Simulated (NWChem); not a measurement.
**doublet [C2H4O2]−: levels of theory compared**

We compute a comparison of 4 runs (UHF/STO-3G, UHF/3-21G, UB3LYP/6-31G*) of doublet [C2H4O2]−. 

Program for the calculation: NWChem 7.3.0.

2 further runs of the same task are left out: 2 that didn't finish.

## 1. The structure to begin with

The species is [C2H4O2]− (8 atoms), meant as a doublet with charge -1. As SMILES of the parent species, `O=CCO`. Geometry: relaxed at PBE0-D4/def2-TZVP. That shape belongs to the parent species and isn't relaxed for this state.

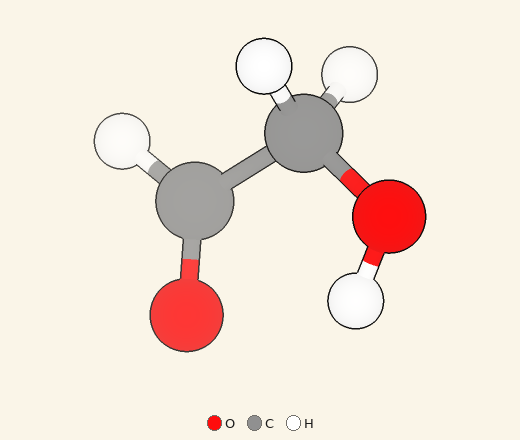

Viewed from a chosen angle; oxygen red, carbon grey, hydrogen white.

## 2. A single-point energy at UHF/STO-3G (run 1)

c2h4o2.nw

```
start c2h4o2
memory 2200 mb
charge -1

geometry noautosym nocenter noautoz
  O       -0.677400      -0.184900      -1.577900
  C        0.186000       0.292000      -0.889600
  C        0.244700       0.041200       0.584700
  O       -0.787900      -0.777200       1.017500
  H        0.977600       0.938900      -1.315800
  H        1.230800      -0.397100       0.808100
  H        0.225200       1.020400       1.089600
  H       -1.306900      -0.990500       0.227600
end

basis spherical bse
  * library STO-3G
end

scf
  doublet
  uhf
  thresh 1e-08
  maxiter 80
end

task scf energy
```

On the command line:

```sh
$ nwchem c2h4o2.nw > c2h4o2.out
```

The log of the run:

```text
[...]
  functions       =    24
[...]
  wavefunction    = UHF
[...]
         Total SCF energy =   -224.534012924730
      One electron energy =   -558.497731750843
      Two electron energy =    213.685819216347
 Nuclear repulsion energy =    120.277899609765
                       Sz =      0.5000
                 Sz(Sz+1) =      0.7500
                      S^2 =      0.7543
[...]
```

It took 1.2 s on 1 thread of AMD EPYC 9R45 (Zen 5), shared host; peak memory 0.099 GiB.

## 3. A single-point energy at UHF/3-21G (run 2)

run.py

```python
from ase import Atoms
from ase.calculators.nwchem import NWChem

atoms = Atoms(['O', 'C', 'C', 'O', 'H', 'H', 'H', 'H'], positions=[
    [-0.677400, -0.184900, -1.577900],
    [0.186000, 0.292000, -0.889600],
    [0.244700, 0.041200, 0.584700],
    [-0.787900, -0.777200, 1.017500],
    [0.977600, 0.938900, -1.315800],
    [1.230800, -0.397100, 0.808100],
    [0.225200, 1.020400, 1.089600],
    [-1.306900, -0.990500, 0.227600],
])

calc = NWChem(
    label='test',
    theory='scf',
    memory='2200 mb',
    basis='3-21G',
    basispar='spherical bse',
    charge=-1,
    scf={'nopen': '1', 'uhf': None, 'thresh': '1e-08', 'maxiter': '80'},
    task='energy',
)
atoms.calc = calc

e = atoms.get_potential_energy()
print(f"E = {e:.6f} eV")
```

On the command line:

```sh
$ export ASE_NWCHEM_COMMAND="nwchem PREFIX.nwi > PREFIX.nwo"
$ python run.py
```

The log of the run:

```text
E = -6160.415677 eV
```

The calculator wrote test.nwi:

```
title "test"

permanent_dir test

scratch_dir test

start test

geometry units angstrom nocenter noautosym noautoz
  O  -6.7740000000000000e-01 -1.8490000000000001e-01 -1.5779000000000001e+00
  C  1.8600000000000000e-01 2.9199999999999998e-01 -8.8959999999999995e-01
  C  2.4470000000000000e-01 4.1200000000000001e-02 5.8470000000000000e-01
  O  -7.8790000000000004e-01 -7.7720000000000000e-01 1.0175000000000001e+00
  H  9.7760000000000002e-01 9.3889999999999996e-01 -1.3158000000000001e+00
  H  1.2307999999999999e+00 -3.9710000000000001e-01 8.0810000000000004e-01
  H  2.2520000000000001e-01 1.0204000000000000e+00 1.0895999999999999e+00
  H  -1.3069000000000000e+00 -9.9050000000000005e-01 2.2760000000000000e-01
end

charge -1

memory 2200 mb

basis spherical bse noprint
   * library 3-21G
end

scf
  nopen 1
  uhf
  thresh 1e-08
  maxiter 80
end

task scf energy
```

test.nwo:

```text
Northwest Computational Chemistry Package (NWChem) 7.3.0
             --------------------------------------------------------

           Job information
           ---------------

    nwchem branch   = 7.3.0
    use scalapack   = T
    input           = test.nwi
    prefix          = test.
    data base       = test/test.db
    status          = startup
    nproc           =        1

           Memory information
           ------------------

[... 5 lines left out ...]
    hardfail = no
[... 127 lines left out ...]
 1-e energy   =    -563.650332
[... 9 lines left out ...]
 Convergence threshold     :          1.000E-08
[... 17 lines left out ...]
      One electron energy =   -557.113455666742
[... 9 lines left out ...]
          Final alpha eigenvalues
[... 242 lines left out ...]
                     UHF Final Beta Molecular Orbital Analysis
[... 231 lines left out ...]
       Multipole analysis of the density wrt the origin
       ------------------------------------------------

     L   x y z        total         alpha         beta         nuclear
     -   - - -        -----         -----         ----         -------
     0   0 0 0     -1.000000    -17.000000    -16.000000     32.000000

     1   1 0 0      0.676110      7.994543      7.821107    -15.139540
[... 8 lines of this table left out ...]
     2   0 0 2    -29.294082    -86.427190    -80.794094    137.927202

 Task  times  cpu:        1.1s     wall:        1.1s
 Total times  cpu:        1.1s     wall:        1.1s
```

Run time: 1.9 s. Hardware: 1 thread of AMD EPYC 9R45 (Zen 5), shared host; peak memory 0.099 GiB.

## 4. A single-point energy at UB3LYP/6-31G(d) (spherical functions) (run 3)

c2h4o2.xyz

```xyz
8
C2H4O2 B3LYP
O     -0.677400    -0.184900    -1.577900
C      0.186000     0.292000    -0.889600
C      0.244700     0.041200     0.584700
O     -0.787900    -0.777200     1.017500
H      0.977600     0.938900    -1.315800
H      1.230800    -0.397100     0.808100
H      0.225200     1.020400     1.089600
H     -1.306900    -0.990500     0.227600
```

run.py

```python
from ase.io import read
from ase.calculators.nwchem import NWChem

system = read('c2h4o2.xyz')

calc = NWChem(
    label='c2h4o2',
    theory='dft',
    memory='2200 mb',
    basis='6-31G*',
    basispar='spherical bse',
    charge=-1,
    dft={'xc': 'b3lyp', 'mult': '2', 'grid': 'xfine', 'convergence': 'energy 1e-08', 'iterations': '100', 'mulliken': None},
    task='energy',
)
system.calc = calc

e = system.get_potential_energy()
print(f"E = {e:.6f} eV")
```

On the command line:

```sh
$ export ASE_NWCHEM_COMMAND="nwchem PREFIX.nwi > PREFIX.nwo"
$ python run.py
```

The log of the run:

```text
E = -6230.359568 eV
```

The calculator wrote c2h4o2.nwi:

```
title "c2h4o2"

permanent_dir c2h4o2

scratch_dir c2h4o2

start c2h4o2

geometry units angstrom nocenter noautosym noautoz
  O  -6.7740000000000000e-01 -1.8490000000000001e-01 -1.5779000000000001e+00
  C  1.8600000000000000e-01 2.9199999999999998e-01 -8.8959999999999995e-01
  C  2.4470000000000000e-01 4.1200000000000001e-02 5.8470000000000000e-01
  O  -7.8790000000000004e-01 -7.7720000000000000e-01 1.0175000000000001e+00
  H  9.7760000000000002e-01 9.3889999999999996e-01 -1.3158000000000001e+00
  H  1.2307999999999999e+00 -3.9710000000000001e-01 8.0810000000000004e-01
  H  2.2520000000000001e-01 1.0204000000000000e+00 1.0895999999999999e+00
  H  -1.3069000000000000e+00 -9.9050000000000005e-01 2.2760000000000000e-01
end

charge -1

memory 2200 mb

basis spherical bse noprint
   * library 6-31G*
end

dft
  xc b3lyp
  mult 2
  grid xfine
  convergence energy 1e-08
  iterations 100
  mulliken
end

task dft energy
```

c2h4o2.nwo:

```text
Northwest Computational Chemistry Package (NWChem) 7.3.0
             --------------------------------------------------------

           Job information
           ---------------

    nwchem branch   = 7.3.0
    use scalapack   = T
    input           = c2h4o2.nwi
    prefix          = c2h4o2.
    data base       = c2h4o2/c2h4o2.db
    status          = startup
    nproc           =        1

           Memory information
           ------------------

[... 5 lines left out ...]
    hardfail = no
[... 38 lines left out ...]
            Nuclear Dipole moment (a.u.)
[... 84 lines left out ...]
          Convergence on density requested:  1.00D-05
[... 27 lines left out ...]
          Convergence aids based upon iterative change in
[... 31 lines left out ...]
 2-e energy   =     211.272195
[... 61 lines left out ...]
           Coulomb energy =      239.771309404553
[... 458 lines left out ...]
                     DFT Final Beta Molecular Orbital Analysis
[... 544 lines left out ...]
     Multipole analysis of the density
     ---------------------------------

     L   x y z        total         alpha         beta         nuclear
     -   - - -        -----         -----         ----         -------
     0   0 0 0     -1.000000    -17.000000    -16.000000     32.000000

     1   1 0 0      0.564812      7.871307      7.833045    -15.139540
[... 8 lines of this table left out ...]
     2   0 0 2    -28.507345    -85.983999    -80.450548    137.927202

 Task  times  cpu:       21.4s     wall:       21.4s
 Total times  cpu:       21.5s     wall:       21.5s
```

Run time: 23 s. Hardware: 1 thread of AMD EPYC 9R45 (Zen 5), shared host; peak memory 0.14 GiB.

## 5. A single-point energy at UB3LYP/6-31G(d) (Cartesian functions) (run 4)

c2h4o2.nw

```
start c2h4o2
title "C2H4O2 energy"
memory total 2200 mb
charge -1

geometry noautosym nocenter noautoz
O     -0.677400    -0.184900    -1.577900
C      0.186000     0.292000    -0.889600
C      0.244700     0.041200     0.584700
O     -0.787900    -0.777200     1.017500
H      0.977600     0.938900    -1.315800
H      1.230800    -0.397100     0.808100
H      0.225200     1.020400     1.089600
H     -1.306900    -0.990500     0.227600
end

basis
* library 6-31G*
end

dft
xc b3lyp
mult 2
grid xfine
convergence energy 1e-08
iterations 100
mulliken
print medium
end

task dft energy
```

On the command line:

```sh
$ nwchem c2h4o2.nw > c2h4o2.out
```

The log of the run:

```text
[...]
          Wavefunction type:  spin polarized.
          No. of atoms     :     8
          No. of electrons :    33
[...]
          Charge           :    -1
          Spin multiplicity:     2
[...]
          AO basis - number of functions:    68
[...]
              XC Information
              --------------
                         B3LYP Method XC Potential
                     Hartree-Fock (Exact) Exchange  0.200
                        Slater Exchange Functional  0.800 local
                    Becke 1988 Exchange Functional  0.720 non-local
              Lee-Yang-Parr Correlation Functional  0.810
                  VWN I RPA Correlation Functional  0.190 local
[...]
 d= 0,ls=0.0,diis     1   -228.8206684122 -3.49D+02  1.28D-02  3.02D-01     2.1
[...]
 d= 0,ls=0.0,diis    12   -228.9660526110 -3.02D-10  1.23D-07  1.79D-10    23.5
[...]
         Total DFT energy =     -228.966052610996
      One electron energy =     -559.046799627067
           Coulomb energy =      239.699423998875
    Exchange-Corr. energy =      -29.896576592570
 Nuclear repulsion energy =      120.277899609765
[...]
      Total Density - Mulliken Population Analysis
     ---------------------------------------------
    Atom       Charge   Shell Charges
 -----------   ------   -------------------------------------------------------
    1 O    8     8.61   1.99  0.88  2.93  1.02  1.81 -0.01
    2 C    6     6.02   1.99  0.67  2.08  0.41  0.82  0.05
    3 C    6     6.00   1.99  0.69  2.05  0.47  0.73  0.05
    4 O    8     8.68   1.99  0.89  2.95  0.96  1.86  0.03
    5 H    1     1.09   0.54  0.55
    6 H    1     0.98   0.55  0.43
    7 H    1     0.98   0.55  0.43
    8 H    1     0.64   0.46  0.18
[...]
      <S2> =      0.7533 (Exact =     0.7500)
[...]
```

Wall time 24 s (1 thread of AMD EPYC 9R45 (Zen 5), shared host); peak memory 0.13 GiB.

## 6. All runs side by side

```tsv
run	level	iteration cap	module	energy (Eh)	HOMO energy (eV)	LUMO energy (eV)	⟨S²⟩	wall time
1	UHF/STO-3G	80	scf	-224.534013	5.28	20.78	0.754	1.2 s
2	UHF/3-21G	80	scf	-226.391102	1.11	13.39	0.761	1.9 s
3	UB3LYP/6-31G* (spherical functions)	100	dft	-228.961493	4.82	8.32	0.753	23 s
4	UB3LYP/6-31G* (Cartesian functions)	100	dft	-228.966053	4.81	8.31	0.753	24 s
```

## 7. Outcome

| quantity | value |
| --- | --- |
| run 4: total energy | -228.96605 Eh |
| run 4: HOMO energy (highest over α and β) | 4.81 eV |
| run 4: LUMO energy (lowest over α and β) | 8.31 eV |
| run 4: ⟨S²⟩ | 0.753 |

In runs 1, 2, 3, 4 the HOMO lies above zero, so the outermost electron may be held by the basis alone. In run 1 the basis is minimal, so the values are rough. All runs together took 50 s, the longest 24 s.
